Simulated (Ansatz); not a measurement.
# CH₂BrSi (doublet): what the fields show

```yaml
atoms:
  - { symbol: C, position_ang: [-0.9342, 0.2089, -0.4094] }
  - { symbol: Si, position_ang: [0.6688, 0.3675, 0.0818] }
  - { symbol: Br, position_ang: [1.7958, -1.1826, 1.2145] }
  - { symbol: H, position_ang: [-1.9653, -0.0956, -0.5976] }
  - { symbol: H, position_ang: [1.5263, 1.5464, -0.2201] }
```

These are results of UKS PBE-D4/def2-SVP in Ansatz, not measurements.

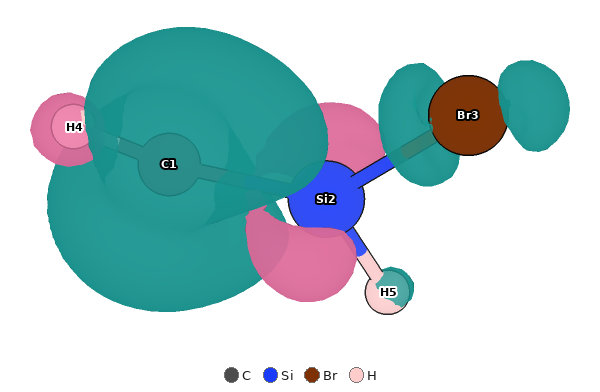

Figure 1. Isosurfaces of the spin density (α minus β) at +0.015 (teal) and −0.015 e/Å³ (pink), seen at an oblique angle.

**Describe the spin distribution.**

The unpaired spin (1 electron) lies mostly on C1 (about 0.8) and Si2 (about 0.1), in electrons by Hirshfeld's partition.

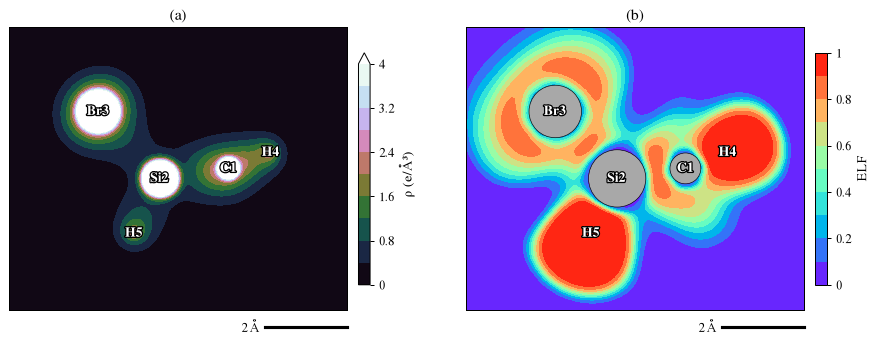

Figure 2. (a) electron density; (b) ELF on the molecular plane. Grey discs cover the atomic cores in the ELF map.

**Read the bonding off the picture.**

The plane passes through C, Si, Br and H nuclei.
C–Si (1.68 Å): the density is about 1.1 e/Å³ at the midpoint; the ELF peaks at about 0.90 between the atoms (localised, covalent bonding).
Si–Br (2.23 Å): ρ is about 0.74 e/Å³ halfway; the ELF peaks at about 0.85 between the atoms: a shared but strongly polarised pair.
C–H (1.09 Å): the density is about 1.9 e/Å³ at the midpoint; the ELF climbs to about 1 towards the hydrogen, as it does in any bond to H (a covalent bond by its length).
Si–H (1.49 Å): the density is about 0.77 e/Å³ at the midpoint; the ELF climbs to about 1 towards the hydrogen.
The ELF also peaks beside Br3, away from the bonds: non-bonding electrons, paired or unpaired.

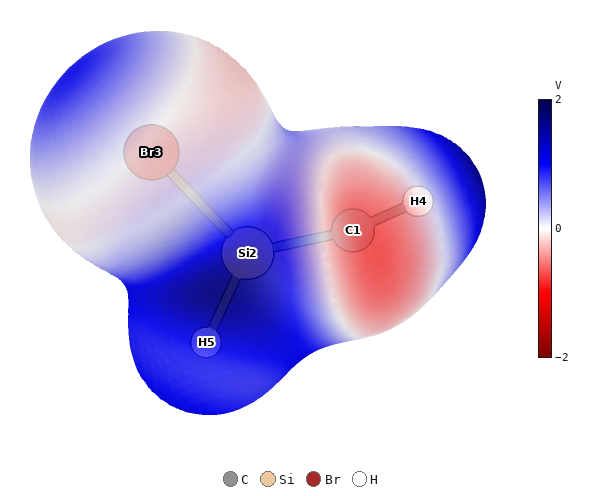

Figure 3. The electrostatic potential painted on the density surface at 0.004 e/bohr³, seen at a tilt; red is negative and blue positive.

**Where is the surface potential most negative and most positive?**

The most negative region (about −0.8 V) lies over C1, the most positive (about +1.7 V) over Si2 and H4. Br3 shows a σ-hole: about +1.0 V at the tip opposite its bond, against about −0.1 V on its flanks.

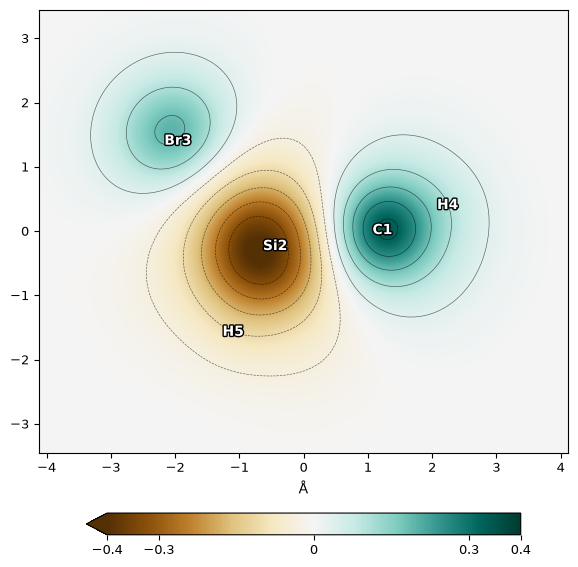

Figure 4. The LUMO (α) on a plane 0.8 Å above the molecular plane (values in Å⁻³ᐟ²; the overall sign is arbitrary).

**What is the character of this orbital?**

By Hirshfeld shares it lies mainly on Si2 (about 55 %), C1 (about 30 %) and Br3 (about 10 %); it changes sign across the molecular plane (π type); π-antibonding (a node) across C1–Si2. Its energy is −1.98 eV.
